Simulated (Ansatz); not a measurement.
**One shape, several levels: SiNH2Cl (SMILES N[Si]Cl)**

Wanted: a comparison of 6 runs (UHF/STO-3G, BHLYP/STO-3G, HSE06/STO-3G, PBE/STO-3G, PBE0/STO-3G, CCSD/STO-3G) of SiNH2Cl. 

The results are computed with Ansatz 0.2.0.

66 further runs of the same task are left out: 66 set aside as unsound or not needed.

**1. Starting point**

SiNH2Cl: 5 atoms, total charge 0, spin state singlet. As SMILES, `N[Si]Cl`. The H4–N1 distance was set to 1.261 Å, away from the relaxed value.

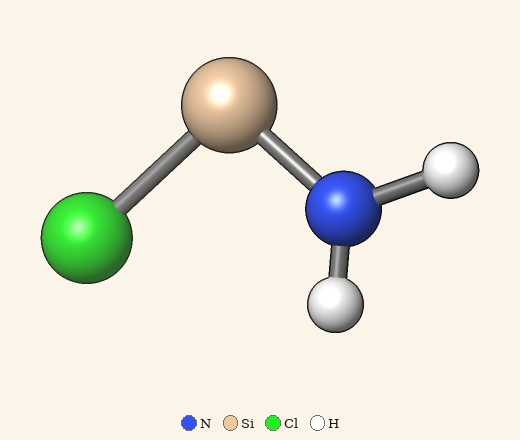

The structure, seen from a chosen angle (nitrogen blue, silicon light orange, chlorine green, hydrogen white).

**2. A single-point energy at UHF/STO-3G (run 1)**

Input file input.yaml:

```yaml
crystal:
  periodic: [false, false, false]
  atoms:
    - {symbol: N, position_ang: [-0.066921, 0.344587, -0.235525]}
    - {symbol: Si, position_ang: [-0.034921, -0.580613, 1.190975]}
    - {symbol: Cl, position_ang: [0.730279, -2.363313, 0.375675]}
    - {symbol: H, position_ang: [-0.473300, 1.538600, -0.227400]}
    - {symbol: H, position_ang: [0.219879, 0.031787, -1.151625]}
basis:
  gaussian: {orbitals: STO-3G}
magnetization: {spin_polarized: true, initial_magnetization: 0}
hamiltonian: {xc: hf}
accuracy: high
```

Run with:

```
$ ansatz run input.yaml --threads 1 --pin off --max-ram 2610MiB --events-out events.jsonl --progress --plain --runs-dir runs
```

Standard output:

```text
Warning: RAYON_NUM_THREADS=1 ignored (pool sized by the plan → 1); use --threads N
Functional definition: HF
  name "HF"
  exchange = exact_x
  correlation = 0
456 factors; integrals over basis functions are off by at most 1.9e-8 eV
mean field evaluation 1: about -21634.5421 eV, gradient 1.1e1 eV
mean field evaluation 2: about -21634.6047 eV, gradient 1.1e1 eV
mean field evaluation 4: about -21635.7009 eV, gradient 1.0e0 eV
mean field evaluation 8: about -21635.7120 eV, gradient 1.8e-2 eV
mean field evaluation 16: about -21635.3660 eV, gradient 2.1e0 eV
mean field evaluation 32: about -21635.6392 eV, gradient 1.0e0 eV
mean field -21635.71200716 eV, -795.0977510509 hartree, gradient 9.1e-8 eV, S^2 0.000000; 0 other end points of the search recorded, 0 dependent functions left out
reference -21635.71200716 eV, -795.0977510509 hartree; 20, 20 occupied and 5, 5 virtual orbitals, 456 factors
Total energy: -21635.71200716 eV, -795.0977510509 hartree
```

Run time: 0.38 s. Hardware: 1 thread of Arm Neoverse V1, shared host.

**3. The energy at BHLYP/STO-3G (run 2)**

Input file input.yaml:

```yaml
basis:
  gaussian:
    orbitals: STO-3G
crystal:
  periodic: [false, false, false]
  atoms:
    - {symbol: "N", position_ang: [-0.066921, 0.344587, -0.235525]}
    - {symbol: Si, position_ang: [-0.034921, -0.580613, 1.190975]}
    - {symbol: Cl, position_ang: [0.730279, -2.363313, 0.375675]}
    - {symbol: H, position_ang: [-0.473300, 1.538600, -0.227400]}
    - {symbol: H, position_ang: [0.219879, 0.031787, -1.151625]}
hamiltonian:
  xc: {name: BHLYP}
accuracy: high
```

Run with:

```
$ ansatz run input.yaml --threads 1 --pin off --max-ram 2610MiB --events-out events.jsonl --progress --plain --runs-dir runs
```

Standard output:

```text
Warning: RAYON_NUM_THREADS=1 ignored (pool sized by the plan → 1); use --threads N
Functional definition: BHLYP
  name "BHLYP"
  parameter a = 0.5
  exchange = (1 - a)*b88_x + a*exact_x
  correlation = lyp_c
456 factors; integrals over basis functions are off by at most 1.9e-8 eV
mean field evaluation 1: about -21673.7641 eV, gradient 1.9e1 eV
mean field evaluation 2: about -21673.9327 eV, gradient 2.1e1 eV
mean field evaluation 4: about -21675.2846 eV, gradient 2.5e-1 eV
mean field evaluation 8: about -21675.2939 eV, gradient 7.6e-3 eV
mean field evaluation 16: about -21675.2939 eV, gradient 9.1e-8 eV
mean field -21675.29385660 eV, -796.5523571880 hartree, gradient 9.1e-8 eV, S^2 0.000000; 0 other end points of the search recorded, 0 dependent functions left out
reference -21675.29387666 eV, -796.5523579253 hartree; 20, 20 occupied and 5, 5 virtual orbitals, 456 factors
Total energy: -21675.29387666 eV, -796.5523579253 hartree
```

Run time: 1.3 s. Hardware: 1 thread of Arm Neoverse V1, shared host; peak memory 0.1 GiB.

Runs 3 to 5 aren't shown in full; the table further down has their settings and results.

**4. The energy at CCSD/STO-3G (run 6)**

Input file in.yaml:

```yaml
crystal:
  periodic: [false, false, false]
  atoms:
    - symbol: N
      position_ang: [-0.066921, 0.344587, -0.235525]
    - symbol: Si
      position_ang: [-0.034921, -0.580613, 1.190975]
    - symbol: Cl
      position_ang: [0.730279, -2.363313, 0.375675]
    - symbol: H
      position_ang: [-0.473300, 1.538600, -0.227400]
    - symbol: H
      position_ang: [0.219879, 0.031787, -1.151625]
basis:
  gaussian:
    orbitals: STO-3G
correlation:
  method: ccsd
  frozen_orbitals: {Cl: 5, H: 0, "N": 1, Si: 5}
scf:
  omitted_lower_state_checks: [cluster_reference, increment]
accuracy: high
```

Run with:

```
$ ansatz run in.yaml --threads 1 --pin off --max-ram 2610MiB --events-out events.jsonl --progress --plain --runs-dir runs
```

Standard output:

```text
Warning: RAYON_NUM_THREADS=1 ignored (pool sized by the plan → 1); use --threads N
[... 11 lines left out ...]
11 core orbitals not correlated: weight in the atoms' cores, before any rotation towards them, 1.000 or more for the frozen orbitals, at most 0.000 for the correlated occupied ones
[... 22 lines left out ...]
Total energy: -21639.00074888 eV, -795.2186100797 hartree
Checks for a lower state left out: cluster_reference, increment
```

Wall time 0.3 s (1 thread of Arm Neoverse V1, shared host).

**5. The series**

```csv
run,level,frozen core orbitals,energy (Eh),wall time
1,UHF/STO-3G,–,-795.097751,0.38 s
2,BHLYP/STO-3G,–,-796.552358,1.3 s
3,HSE06/STO-3G,–,-796.236826,1.7 s
4,PBE/STO-3G,–,-796.132767,1.4 s
5,PBE0/STO-3G,–,-796.252878,1.5 s
6,CCSD/STO-3G,11,-795.218610,0.3 s
```

**6. Summary of results**

```
                                           quantity          value
                                run 6: total energy  -795.21861 Eh
run 6: correlation energy (11 core orbitals frozen)     -120.9 mEh
                               run 6: T1 diagnostic          0.022
```

In words: Totals of different functionals can't be ranked against each other. In runs 1, 2, 3, 4, 5, 6 the basis is minimal, so the values are rough. All runs together took 6.7 s, the longest 1.7 s.
